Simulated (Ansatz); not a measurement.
**AlH2SF (SMILES [F][AlH][SH]) at 6 levels**

Aim: a comparison of 6 runs (PBE/STO-3G, wB97M-V/STO-3G, wB97X/STO-3G, BCCD(T)/STO-3G, CCSD/STO-3G, UCCSD(T)/STO-3G) of AlH2SF. 

The calculation is run with Ansatz 0.2.0.

65 further runs of the same task are left out: 1 that didn't finish, 64 set aside as unsound or not needed.

### Step 1. The system as given

AlH2SF has 5 atoms, charge 0, and is taken as a singlet. SMILES: `[F][AlH][SH]`. The H5–S3 distance was set to 3.363 Å, away from the relaxed value. At this shape a bond of the SMILES string is far longer than usual.

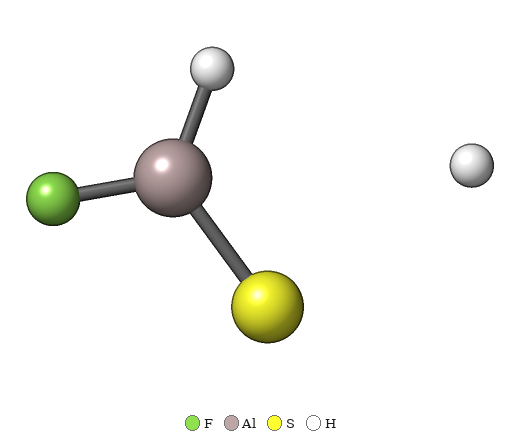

Viewed from a chosen angle; fluorine green, aluminium light grey, sulfur yellow, hydrogen white.

### Step 2. The energy at PBE/STO-3G (run 1)

molecule.yaml

```yaml
crystal:
  periodic: [false, false, false]
  atoms:
    - {symbol: F, position_ang: [-1.257801, -2.999230, 2.265929]}
    - {symbol: Al, position_ang: [-0.568201, -1.772530, 1.413229]}
    - {symbol: S, position_ang: [1.481799, -1.280830, 1.921929]}
    - {symbol: H, position_ang: [-1.395401, -1.033030, 0.303229]}
    - {symbol: H, position_ang: [1.572300, 1.158200, -0.392100]}
basis:
  gaussian:
    orbitals: STO-3G
hamiltonian:
  xc: pbe
accuracy: high
```

Command:

```sh
$ ansatz run molecule.yaml --threads 1 --pin off --max-ram 2610MiB --events-out events.jsonl --progress --plain --runs-dir runs
```

Standard output:

```text
Warning: RAYON_NUM_THREADS=1 ignored (pool sized by the plan → 1); use --threads N
Functional definition: PBE
  name "PBE"
  parameter kappa = 0.804
  parameter beta = 0.06672455060314922
  exchange = pbe_x(kappa = kappa, mu = beta*pi^2/3)
  correlation = pbe_c(beta = beta)
448 factors; integrals over basis functions are off by at most 2.8e-8 eV
mean field evaluation 1: about -19915.8580 eV, gradient 3.1e1 eV
mean field evaluation 2: about -19883.5190 eV, gradient 1.1e2 eV
mean field evaluation 4: about -19912.2744 eV, gradient 2.5e1 eV
mean field evaluation 8: about -19926.1153 eV, gradient 1.2e-1 eV
mean field evaluation 16: about -19910.7452 eV, gradient 5.9e1 eV
mean field evaluation 32: about -19920.1800 eV, gradient 2.3e1 eV
mean field -19926.11534998 eV, -732.2712327058 hartree, gradient 2.6e-8 eV, S^2 0.000000; 4 other end points of the search recorded, 0 dependent functions left out
reference -19926.11535194 eV, -732.2712327779 hartree; 20, 20 occupied and 5, 5 virtual orbitals, 448 factors
Total energy: -19926.11535194 eV, -732.2712327779 hartree
```

It took 0.98 s on 1 thread of AMD EPYC 9R45 (Zen 5), shared host.

### Step 3. The energy at wB97M-V/STO-3G (run 2)

job.yaml

```yaml
crystal:
  periodic: [false, false, false]
  atoms:
    - {symbol: F, position_ang: [-1.257801, -2.999230, 2.265929]}
    - {symbol: Al, position_ang: [-0.568201, -1.772530, 1.413229]}
    - {symbol: S, position_ang: [1.481799, -1.280830, 1.921929]}
    - {symbol: H, position_ang: [-1.395401, -1.033030, 0.303229]}
    - {symbol: H, position_ang: [1.572300, 1.158200, -0.392100]}
basis:
  gaussian:
    orbitals: STO-3G
total_charge: 0
hamiltonian:
  xc: {name: wB97M-V}
accuracy: high
```

Command:

```sh
$ ansatz run job.yaml --threads 1 --pin off --max-ram 2610MiB --events-out events.jsonl --progress --plain --runs-dir runs
```

Standard output, shortened:

```text
Warning: RAYON_NUM_THREADS=1 ignored (pool sized by the plan → 1); use --threads N
Functional definition: wB97M-V
  name "wB97M-V"
[...]
  gx(w, u) = 1 - cx + cx01*u + cx10*w
  gss(w, u) = css00 + css04*u^4 + css10*w + css20*w^2 + css43*w^4*u^3
  gos(w, u) = cos00 + cos10*w + (cos20 + cos21*u)*w^2 + (cos60 + cos61*u)*w^6
[...]
      + integral(e_c_pw_mod_opposite_spin*gos(b97_w_opposite, b97_u_opposite)) + vv10(b, c)
448 factors; integrals over basis functions are off by at most 2.8e-8 eV
166 factors; integrals over basis functions are off by at most 6.3e-10 eV
[...]
mean field -19937.91677451 eV, -732.7049270580 hartree, gradient 1.7e-8 eV, S^2 0.000000; 2 other end points of the search recorded, 0 dependent functions left out
reference -19937.91677717 eV, -732.7049271558 hartree; 20, 20 occupied and 5, 5 virtual orbitals, 448 factors
Total energy: -19937.91677717 eV, -732.7049271558 hartree
```

Wall time 8.4 s (1 thread of AMD EPYC 9R45 (Zen 5), shared host); peak memory 0.34 GiB.

Run 3 isn't shown in full; the table further down has it.

### Step 4. A single-point energy at BCCD(T)/STO-3G (run 4)

run.yaml

```yaml
crystal:
  periodic: [false, false, false]
  atoms:
    - {symbol: F, position_ang: [-1.257801, -2.999230, 2.265929]}
    - {symbol: Al, position_ang: [-0.568201, -1.772530, 1.413229]}
    - {symbol: S, position_ang: [1.481799, -1.280830, 1.921929]}
    - {symbol: H, position_ang: [-1.395401, -1.033030, 0.303229]}
    - {symbol: H, position_ang: [1.572300, 1.158200, -0.392100]}
basis:
  gaussian:
    orbitals: STO-3G
correlation:
  method: bccd_t
  frozen_orbitals: {Al: 5, F: 1, H: 0, S: 5}
accuracy: high
scf:
  omitted_lower_state_checks: [cluster_reference, increment]
```

Command:

```sh
$ ansatz run run.yaml --threads 1 --pin off --max-ram 2610MiB --events-out events.jsonl --progress --plain --runs-dir runs
```

Standard output:

```text
Warning: RAYON_NUM_THREADS=1 ignored (pool sized by the plan → 1); use --threads N
[... 13 lines left out ...]
11 core orbitals not correlated: weight in the atoms' cores, before any rotation towards them, 0.999 or more for the frozen orbitals, at most 0.000 for the correlated occupied ones
[... 40 lines left out ...]
WARN: these amplitudes may be one of several solutions (largest doubles amplitude 0.90, level shift 14.92 eV)
Total energy: -19902.28949382 eV, -731.3956486416 hartree
Checks for a lower state left out: cluster_reference, increment
```

Wall time 0.2 s (1 thread of AMD EPYC 9R45 (Zen 5), shared host).

Run 5 isn't shown in full; the table further down has it.

### Step 5. The energy at UCCSD(T)/STO-3G (run 6)

Edit molecule.yaml of step 2 so:

```diff
@@ -9,6 +9,6 @@
 basis:
-  gaussian:
-    orbitals: STO-3G
-hamiltonian:
-  xc: pbe
+  gaussian: {orbitals: STO-3G}
+magnetization: {spin_polarized: true}
+correlation: {method: ccsd_t, frozen_orbitals: {Al: 5, F: 1, H: 0, S: 5}}
 accuracy: high
+scf: {omitted_lower_state_checks: [cluster_reference, increment]}
```

Command:

```sh
$ ansatz run molecule.yaml --threads 1 --pin off --max-ram 2610MiB --events-out events.jsonl --progress --plain --runs-dir runs
```

Standard output:

```text
Warning: RAYON_NUM_THREADS=1 ignored (pool sized by the plan → 1); use --threads N
[... 16 lines left out ...]
11 core orbitals not correlated: weight in the atoms' cores, before any rotation towards them, 0.999 or more for the frozen orbitals, at most 0.000 for the correlated occupied ones
[... 84 lines left out ...]
Total energy: -19902.25686752 eV, -731.3944496473 hartree
Checks for a lower state left out: cluster_reference, increment
```

Run time: 0.46 s. Hardware: 1 thread of AMD EPYC 9R45 (Zen 5), shared host.

### Step 6. The series

```
run            level  frozen core orbitals  energy (Eh)  wall time
  1       PBE/STO-3G                     –  -732.271233     0.98 s
  2   wB97M-V/STO-3G                     –  -732.704927      8.4 s
  3     wB97X/STO-3G                     –  -732.614375      2.5 s
  4   BCCD(T)/STO-3G                    11  -731.395649      0.2 s
  5      CCSD/STO-3G                    11  -731.389699     0.18 s
  6  UCCSD(T)/STO-3G                    11  -731.394450     0.46 s
```

### Step 7. What came out

```
                                           quantity          value
                                run 6: total energy  -731.39445 Eh
run 6: correlation energy (11 core orbitals frozen)      -71.1 mEh
                              run 6: (T) correction      -3.92 mEh
           run 6: ⟨S²⟩ of the reference determinant          1.002
                               run 6: T1 diagnostic          0.015
```

In words: Totals of different functionals can't be ranked against each other. In runs 4, 5 the log says that unrestricted orbitals would lower the reference, so the values rest on an unstable closed-shell determinant (other closed-shell runs at this shape may share the fault). In runs 1, 2, 3, 4, 5, 6 the basis is minimal, so the values are rough. Spin contamination of the reference: run 6 ⟨S²⟩ = 1.00. Where it is this large, the reference is a mixture of spin states, and values that rest on it are in doubt. All runs together took 13 s, the longest 8.4 s.
